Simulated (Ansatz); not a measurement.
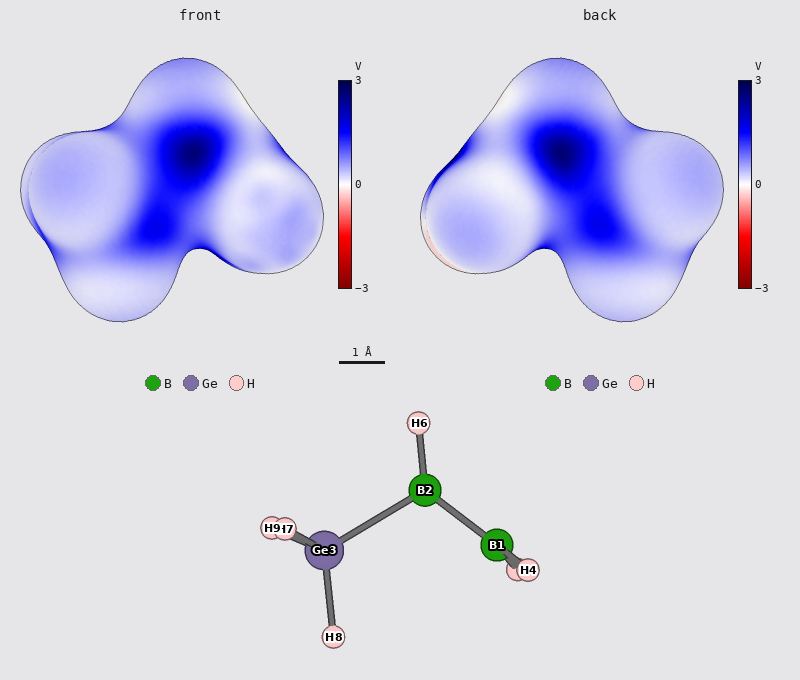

Figure 1: B₂GeH₆ (SMILES B[BH][GeH3]). The molecular electrostatic potential painted on the density surface at 0.004 e/bohr³, seen from the front and from behind; the colour scale runs from red (negative) to blue (positive). The bare structure is drawn below in the same view.

Geometry: PBE0-D4/def2-TZVP.

All numbers below come from Ansatz 0.2.0, RKS PBE0-D4/def2-TZVPP.

Input

```
crystal:
  periodic: [false, false, false]
  atoms:
    - {symbol: B, position_ang: [-0.784091, 0.762999, -1.326254]}
    - {symbol: B, position_ang: [0.262526, 0.907893, -0.119572]}
    - {symbol: Ge, position_ang: [0.465255, -0.864951, 0.953574]}
    - {symbol: H, position_ang: [-0.451152, 0.349812, -2.403430]}
    - {symbol: H, position_ang: [-1.962074, 0.928194, -1.161888]}
    - {symbol: H, position_ang: [0.930918, 1.817081, 0.270220]}
    - {symbol: H, position_ang: [1.937429, -1.314893, 0.900232]}
    - {symbol: H, position_ang: [-0.403779, -2.027696, 0.444330]}
    - {symbol: H, position_ang: [0.093568, -0.604738, 2.425489]}
basis:
  gaussian: {orbitals: def2-TZVPP}
hamiltonian: {xc: pbe0, dispersion: d4}
output: {orbitals: {seedname: orbitals}}
```

Launched as:

```sh
ansatz run in.yaml --threads 2 --pin off --events-out ev --progress --plain --max-ram 4352MiB
```

### Which sites attract a positive test charge, and which a negative one?

A positive charge is drawn to the negative regions and a negative charge to the positive ones. The most negative region (about −0.3 V) lies over H5, the most positive (about +2.5 V, or +58 kcal/mol for a unit charge) over B1 and B2.
